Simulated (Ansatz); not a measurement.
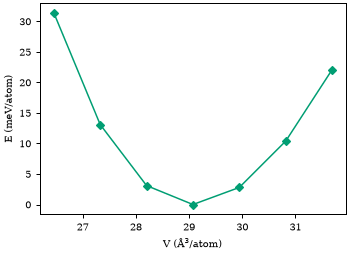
Figure. CsCdCl3 (cubic perovskite, space group No. 221) under volume change, r²SCAN in the plane-wave PAW code Ansatz, scaled uniformly.

Q: What does a third-order Birch–Murnaghan fit give for V₀, B₀ and B′?

A: V₀ = 29.07 Å³/atom, B₀ = 35.6 GPa, B′ = 4.9.

Space group Pm-3m (cubic perovskite). The first step of the workflow began from a Materials Project structure, measured or hypothetical; the Crystallography Open Database files this formula in space group No. 221, but the cells were not matched. Whether it is the stable phase at ambient conditions was not checked. The r²SCAN relaxation kept the symmetry of its start; whether a distortion lowers the energy is not shown. Scalar-relativistic: spin–orbit coupling is off unless named, which matters more the heavier the elements.

Potentials: the later of the program's two PAW sets.
